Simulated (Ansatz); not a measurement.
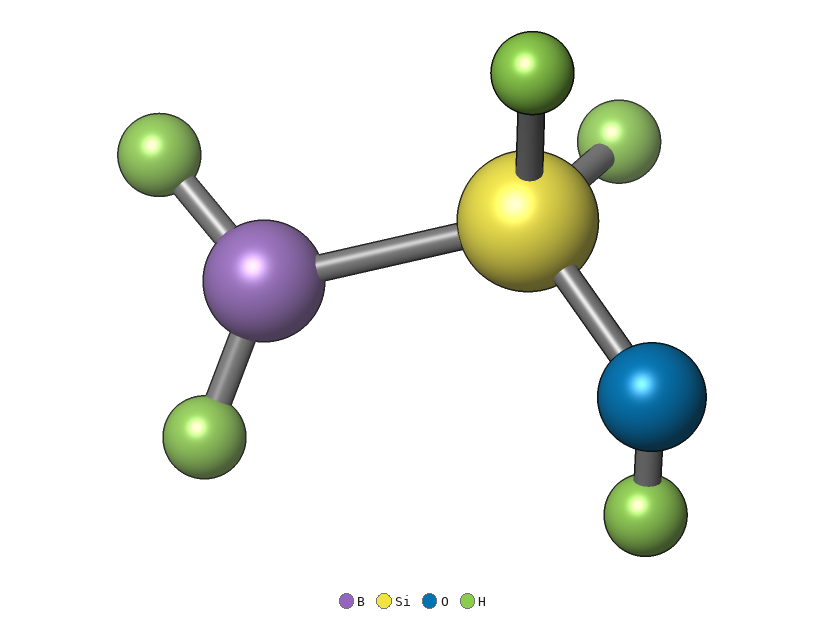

Ball-and-stick drawing of a structure. Every bond is drawn as one stick, whatever its order.

The computed structure is the end point of a PBE0-D4/def2-TZVP optimisation. No frequency run is at hand to confirm it as a minimum.

Describe the molecule.

The molecule is BH₅OSi. This geometry has C1 symmetry. Coordination: 1 B trigonal planar; 1 Si tetrahedral; 1 O bent.

The parts below concern this one geometry. Atoms keep their numbers from picture to picture.

Geometry

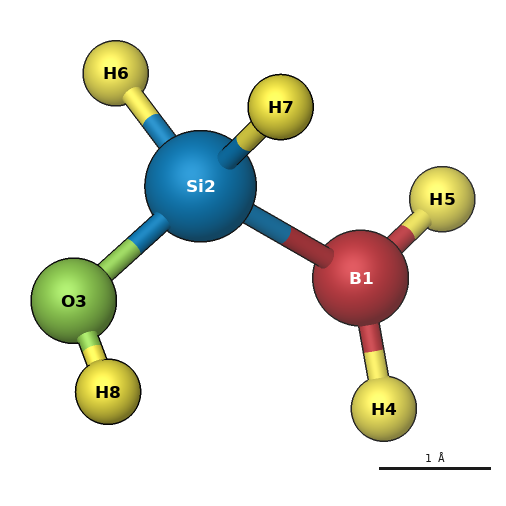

The atoms are numbered. No frequency run is at hand to confirm it as a minimum.

Give these bond angles: Si2–B1–H4, Si2–B1–H5, H4–B1–H5, B1–Si2–O3, B1–Si2–H6, B1–Si2–H7, O3–Si2–H6, O3–Si2–H7, H6–Si2–H7, Si2–O3–H8.

```json
{"angle": "Si2–B1–H4", "degrees": "123.9"}
{"angle": "Si2–B1–H5", "degrees": "119.1"}
{"angle": "H4–B1–H5", "degrees": "116.9"}
{"angle": "B1–Si2–O3", "degrees": "116.3"}
{"angle": "B1–Si2–H6", "degrees": "111.5"}
{"angle": "B1–Si2–H7", "degrees": "105.1"}
{"angle": "O3–Si2–H6", "degrees": "105.0"}
{"angle": "O3–Si2–H7", "degrees": "111.2"}
{"angle": "H6–Si2–H7", "degrees": "107.5"}
{"angle": "Si2–O3–H8", "degrees": "117.3"}
```

Dipole moment

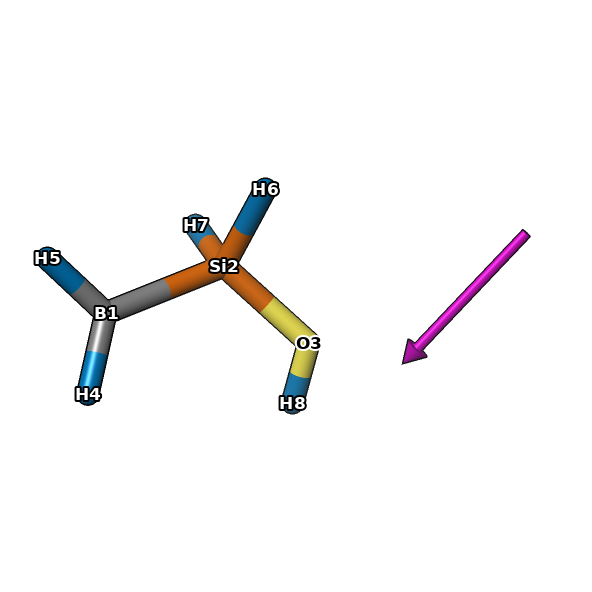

The arrow beside the molecule shows the direction of the dipole moment, from the negative to the positive end (its length means nothing). No frequency run is at hand to confirm it as a minimum. Properties computed with RKS PBE0-D4/def2-TZVP (Ansatz 0.2.0).

**Estimate the dipole moment.**

1.51 D; it points from the side of H6 to the side of H4 (the outermost atoms at the two ends).

Charges

The questions are on Mulliken charges. No frequency run is at hand to confirm it as a minimum. Method: RKS PBE0-D4/def2-TZVP (Ansatz 0.2.0).

List the Mulliken charges.

```
atom  value (e)
  B1      −0.09
 Si2       0.31
  O3      −0.53
  H4       0.04
  H5       0.04
  H6      −0.03
  H7      −0.05
  H8       0.32
```

Electronic properties

No frequency run is at hand to confirm it as a minimum. Properties computed with RKS r2SCAN-D4/def2-TZVPP (Ansatz 0.2.0).

**What is the dispersion correction?**

−2.6 kJ/mol.

Mulliken values depend strongly on the basis set and can even reverse the polarity of a bond.
